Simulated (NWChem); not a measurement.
# One shape, several levels: InNH2Cl2 (InCl2(NH2))

We compute a comparison of 4 runs (HF/def2-SVP, B2PLYP/def2-SVP, PBE0/def2-SVP, TPSS/def2-SVPD) of InNH2Cl2 (InCl2(NH2)). 

The calculation is run with NWChem 7.3.0.

### Step 1. Starting point

InNH2Cl2: 6 atoms, total charge 0, spin state singlet. SMILES: `[NH2][In]([Cl])[Cl]`. The shape comes from GFN2-xTB, which is rough for such elements, and wasn't checked as a minimum.

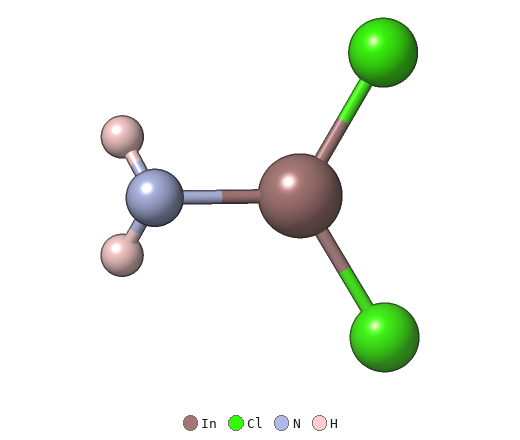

The structure, seen from a chosen angle (indium brown, chlorine green, nitrogen light blue, hydrogen pink).

### Step 2. Energy and forces at HF/def2-SVP (core potential) (run 1)

cl2h2inn.nw reads:

```
start cl2h2inn
title "Cl2H2InN hf"
memory stack 880 mb heap 220 mb global 1100 mb
charge 0
geometry noautosym nocenter noautoz
In     0.315470     0.702830     0.046490
Cl     2.583090     0.960880     0.262120
Cl    -1.014260     2.569070    -0.041060
N     -0.539330    -1.159000     0.206460
H     -1.417680    -1.197070    -0.301910
H      0.072720    -1.876710    -0.172090
end
basis spherical bse
* library def2-SVP
end
ecp bse
In library def2-SVP
end
scf
thresh 1e-08
maxiter 80
end
task scf gradient
```

The run is started by

```console
nwchem cl2h2inn.nw > cl2h2inn.out
```

What it wrote:

```text
[...]
  functions       =    86
[...]
  wavefunction    = RHF
[...]
         Total SCF energy =  -1163.599263253167
      One-electron energy =  -2278.393572020957
      Two-electron energy =    815.221316497854
 Nuclear repulsion energy =    299.572992269935
        Time for solution =     14.9s
[...]
                         RHF ENERGY GRADIENTS
    atom               coordinates                        gradient
                 x          y          z           x          y          z
   1 In      0.596152   1.328156   0.087853    0.010882   0.022771  -0.005783
   2 Cl      4.881332   1.815800   0.495335   -0.016050  -0.002661  -0.000382
   3 Cl     -1.916673   4.854838  -0.077592    0.008478  -0.013609   0.001703
   4 N      -1.019186  -2.190192   0.390153   -0.005200  -0.006999   0.016256
   5 H      -2.679027  -2.262134  -0.570527   -0.006039   0.003719  -0.006374
   6 H       0.137421  -3.546468  -0.325203    0.007929  -0.003221  -0.005420
[...]
```

Run time: 20 s. Hardware: 1 thread of AMD EPYC 7R13 (Zen 3), shared host; peak memory 0.1 GiB.

### Step 3. The energy at B2PLYP/def2-SVP (core potential) (run 2)

run.nw reads:

```
start run
title "Cl2H2InN B2PLYP"
memory stack 880 mb heap 220 mb global 1100 mb
geometry noautosym nocenter noautoz
  In       0.315470       0.702830       0.046490
  Cl       2.583090       0.960880       0.262120
  Cl      -1.014260       2.569070      -0.041060
  N       -0.539330      -1.159000       0.206460
  H       -1.417680      -1.197070      -0.301910
  H        0.072720      -1.876710      -0.172090
end
basis "ao basis" spherical bse
  * library def2-SVP
end
ecp bse
  In library def2-SVP
end
dft
  xc hfexch 0.53 becke88 0.47 lyp 0.73 mp2 0.27
  dftmp2 semidirect
  grid xfine
  convergence energy 1e-08
  maxiter 100
  mulliken
end
mp2
  freeze core 15
end
task dft energy
```

The run is started by

```console
nwchem run.nw > run.out
```

What it wrote:

```text
[...]
          Wavefunction type:  closed shell.
          No. of atoms     :     6
          No. of electrons :    64
[...]
          Charge           :     0
          Spin multiplicity:     1
[...]
          AO basis - number of functions:    86
[...]
              XC Information
              --------------
                     Hartree-Fock (Exact) Exchange  0.530
                    Becke 1988 Exchange Functional  0.470
              Lee-Yang-Parr Correlation Functional  0.730
[...]
 d= 0,ls=0.0,diis     1  -1165.3912593325 -1.46D+03  1.34D-02  4.52D-01     2.8
[...]
 d= 0,ls=0.0,diis     9  -1165.4582542216 -2.28D-09  1.01D-06  4.37D-09    20.0
         Total DFT energy =    -1165.458254221566
      One electron energy =    -2278.813548747297
           Coulomb energy =      894.018842032349
    Exchange-Corr. energy =      -80.236539776553
 Nuclear repulsion energy =      299.572992269935
[...]
      Total Density - Mulliken Population Analysis
     ---------------------------------------------
    Atom       Charge   Shell Charges
 -----------   ------   -------------------------------------------------------
    1 In  21    20.23  -0.60  2.60  0.77  0.09  2.78  3.23  0.91  0.22  9.70  0.54
    2 Cl  17    17.30   2.00  1.99  1.24  0.71  5.94  2.11  3.29  0.01
    3 Cl  17    17.30   2.00  1.99  1.24  0.71  5.94  2.11  3.29  0.01
    4 N    7     7.45   1.99  0.99  0.51  2.34  1.60  0.01
    5 H    1     0.87   0.71  0.11  0.05
    6 H    1     0.86   0.71  0.11  0.05
[...]
  Basis functions       =     86
[...]
```

It took 24 s on 1 thread of AMD EPYC 7R13 (Zen 3), shared host; peak memory 0.24 GiB.

Run 3 isn't shown in full; the table further down has it.

### Step 4. Energy and forces at TPSS/def2-SVPD (core potential) (run 4)

input.xyz reads:

```xyz
6
Cl2H2InN gradient
In     0.315470     0.702830     0.046490
Cl     2.583090     0.960880     0.262120
Cl    -1.014260     2.569070    -0.041060
N     -0.539330    -1.159000     0.206460
H     -1.417680    -1.197070    -0.301910
H      0.072720    -1.876710    -0.172090
```

run.py reads:

```python
from ase.io import read
from ase.calculators.nwchem import NWChem

atoms = read('input.xyz')

calc = NWChem(
    label='input',
    theory='dft',
    memory='2200 mb',
    basis='def2-SVPD',
    basispar='spherical bse',
    dft={'xc': 'xtpss03 ctpss03', 'mult': '1', 'grid': 'fine', 'convergence': 'energy 1e-08', 'iterations': '100', 'mulliken': None},
    **{'ecp bse': {'In library': 'def2-SVPD'}},
)
atoms.calc = calc

forces = atoms.get_forces()
e = atoms.get_potential_energy()
print(f"E = {e:.6f} eV")
print("forces (eV/A):")
for s, f in zip(atoms.symbols, forces):
    print(f"{s:2s} {f[0]:10.5f} {f[1]:10.5f} {f[2]:10.5f}")
print("dipole (e A):", atoms.get_dipole_moment().round(4))
```

The run is started by

```console
export ASE_NWCHEM_COMMAND="nwchem PREFIX.nwi > PREFIX.nwo"
python run.py
```

What it wrote:

```text
E = -31735.350770 eV
forces (eV/A):
In   -0.45421   -0.99980    0.01075
Cl    1.09555    0.15694    0.09636
Cl   -0.61074    0.91737   -0.04839
N     0.17406    0.35265    0.18800
H    -0.40027   -0.09153   -0.15576
H     0.19566   -0.33558   -0.09097
dipole (e A): [-0.1831 -0.4625 -0.2462]
```

The calculator wrote input.nwi:

```
title "input"

permanent_dir input

scratch_dir input

start input

geometry units angstrom nocenter noautosym noautoz
  In 3.1546999999999997e-01 7.0282999999999995e-01 4.6489999999999997e-02
  Cl 2.5830899999999999e+00 9.6087999999999996e-01 2.6212000000000002e-01
  Cl -1.0142599999999999e+00 2.5690700000000000e+00 -4.1059999999999999e-02
  N  -5.3932999999999998e-01 -1.1590000000000000e+00 2.0646000000000000e-01
  H  -1.4176800000000001e+00 -1.1970700000000001e+00 -3.0191000000000001e-01
  H  7.2720000000000007e-02 -1.8767100000000001e+00 -1.7208999999999999e-01
end

memory 2200 mb

basis spherical bse noprint
   * library def2-SVPD
end

dft
  xc xtpss03 ctpss03
  mult 1
  grid fine
  convergence energy 1e-08
  iterations 100
  mulliken
end
ecp bse
  In library def2-SVPD
end

task dft gradient
```

input.nwo, cut to the lines that bear on the results:

```text
[...]
         Total DFT energy =    -1166.252639297390
[...]
  wavefunction    = closed shell
                         DFT ENERGY GRADIENTS
    atom               coordinates                        gradient
                 x          y          z           x          y          z
   1 In      0.596152   1.328156   0.087853    0.008833   0.019443  -0.000209
   2 Cl      4.881332   1.815800   0.495335   -0.021305  -0.003052  -0.001874
   3 Cl     -1.916673   4.854838  -0.077592    0.011877  -0.017840   0.000941
   4 N      -1.019186  -2.190192   0.390153   -0.003385  -0.006858  -0.003656
   5 H      -2.679027  -2.262134  -0.570527    0.007784   0.001780   0.003029
   6 H       0.137421  -3.546468  -0.325203   -0.003805   0.006526   0.001769
[...]
```

Wall time 54 s (1 thread of AMD EPYC 7R13 (Zen 3), shared host); peak memory 0.13 GiB.

### Step 5. Overview of the runs

```tsv
run	level	task	iteration cap	energy (Eh)	dipole moment (D)	HOMO energy (eV)	LUMO energy (eV)	wall time
1	HF/def2-SVP (core potential)	gradient	80	-1163.599263	2.76	-11.21	1.22	20 s
2	B2PLYP/def2-SVP (core potential)	energy	100	-1165.631710	2.71	-9.03	-0.75	24 s
3	PBE0/def2-SVP (core potential)	gradient	100	-1165.892331	2.76	-7.84	-1.97	25 s
4	TPSS/def2-SVPD (core potential)	gradient	100	-1166.252639	2.67	-6.93	-3.07	54 s
```

### Step 6. Outcome

| quantity | value |
| --- | --- |
| run 4: total energy | -1166.25264 Eh |
| run 4: dipole moment | 2.67 D |
| run 4: HOMO energy | -6.93 eV |
| run 4: LUMO energy | -3.07 eV |
| run 4: HOMO–LUMO gap | 3.87 eV |
| run 4: largest force on an atom | 1.111 eV/Å |

The dipole moment (its size) runs from 2.67 D (TPSS/def2-SVPD) to 2.76 D (HF/def2-SVP). The two ends differ in method and basis. The HOMO–LUMO gap runs from 3.87 eV (TPSS/def2-SVPD) to 12.43 eV (HF/def2-SVP). Totals of different functionals can't be ranked against each other. All runs together took 2.1 min, the longest 54 s.
